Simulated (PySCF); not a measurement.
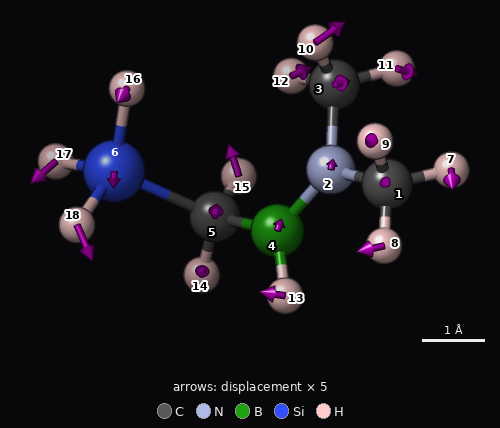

This is a relaxation of C₃H₁₂BNSi. The starting structure is drawn; purple arrows show the displacements, 5 times their true length. The two geometries are superimposed by the best rigid fit.

The picture is a ball-and-stick view, seen at a tilt.

The start comes from GFN2-xTB. Its atoms were then displaced at random by about 0.01 Å.

These are results of PySCF, PBE0-D3(BJ)/def2-SVP geometry optimisation, gas phase, not measurements. 

### Atoms of which element are displaced furthest, and by how much?

Hydrogen: up to 0.13 Å, against 0.08 Å for carbon.

### Describe the change and its energy.

Over 7 geometry steps the energy falls by 0.148 eV. The largest moves after the best rigid fit, 0.13 Å, are those of H10 and H18. Largest moves by element: H 0.13 Å, C 0.08 Å, Si 0.06 Å, B 0.04 Å, N 0.04 Å. Some distances before and after: C1–H8 1.056 → 1.097 Å, Si6–H18 1.459 → 1.496 Å, B4–H13 1.183 → 1.214 Å, B4–C5 1.543 → 1.573 Å. Bond angles that change, for instance: H14–C5–H15 104.5° → 107.8°, C5–B4–H13 122.4° → 119.4°, N2–B4–H13 113.2° → 116.1°. The run took 110 s on 1 thread of Arm Neoverse N1, with other jobs on the host.
